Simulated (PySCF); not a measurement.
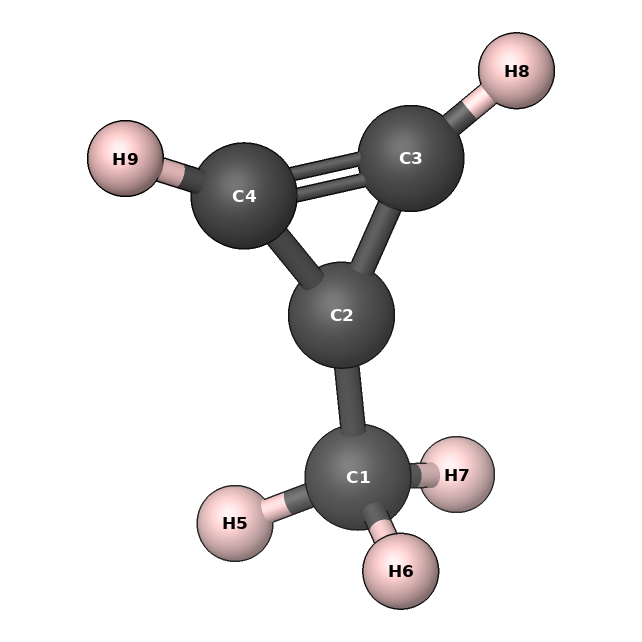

The species has charge +1 and is a spin singlet. Computed geometry: GFN2-xTB optimisation. No frequency run is at hand to confirm it as a minimum. Method: delta-SCF UKS SCAN, pcX-2 on the ionised atom, pcseg-1 elsewhere, spin-free X2C (PySCF 2.14.0).

Give the core-electron binding energies (to vacuum) of C1 1s, C2 1s, C3 1s.

```
atom  level  binding energy (eV)
  C1     1s                297.1
  C2     1s                299.6
  C3     1s                299.1
```
